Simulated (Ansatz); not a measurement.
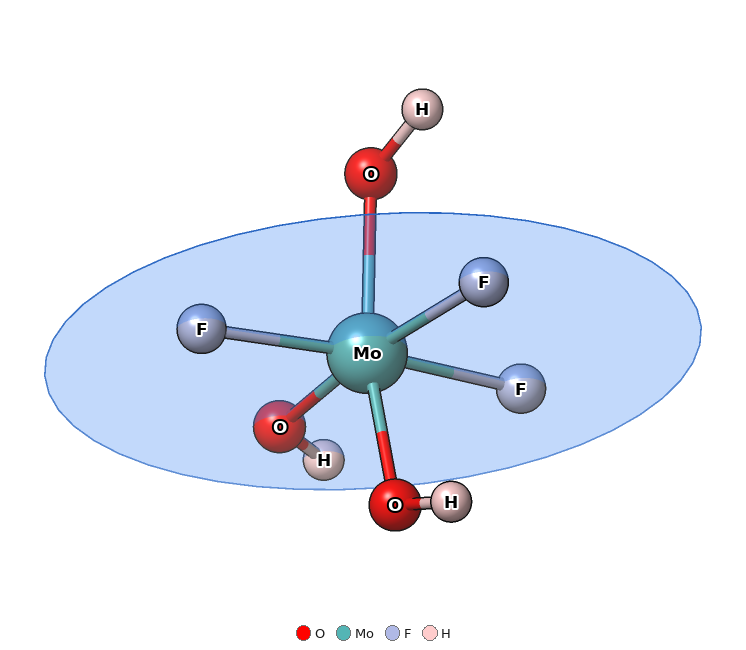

All proper rotation axes (lines) and mirror planes (discs) of the structure are drawn in. Atoms fade into the background with distance from the viewer. The species is neutral and a spin singlet. The geometry was computed by an optimisation with PBE0-D4/def2-TZVP.

> Name the symmetry elements and the point group.

It has 1 mirror plane. Point group Cs. The group has 2 operations. The geometry is achiral, and symmetry allows a dipole moment.
